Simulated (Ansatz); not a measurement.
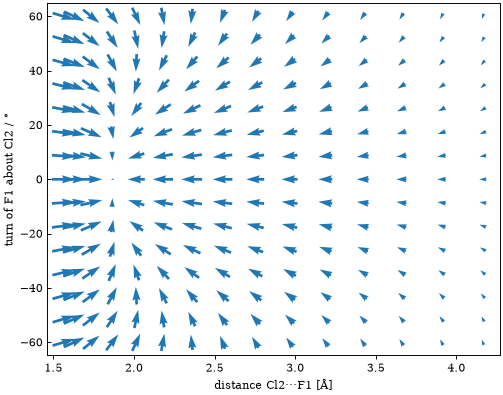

The pair F···Cl₂, charge −1. The turn is about an axis along (−0.48, −0.87, −0.05) in the frame of the relaxed pair, normal to the line between the partners. Coordinates scanned: (1) distance Cl2···F1; (2) turn of F1 about Cl2. The grid has 15 × 15 points; 218 points were computed and 7 follow by symmetry. Theory: Ansatz 0.2.0, RKS PBE0-D4/def2-TZVPD.

The picture shows arrows along the force (downhill), their lengths compressed.

The arrows alone are given. Where is the energy lowest?

The arrows converge at distance Cl2···F1 = 1.865 Å, turn of F1 about Cl2 = 0.0° (read from the interpolated surface).

The energy map of the same scan:

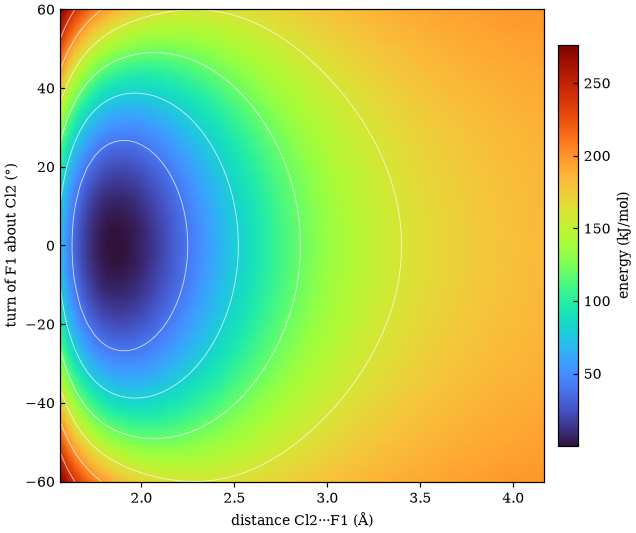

Energies are in kJ/mol, from the lowest grid point; between grid points the surface is interpolated.
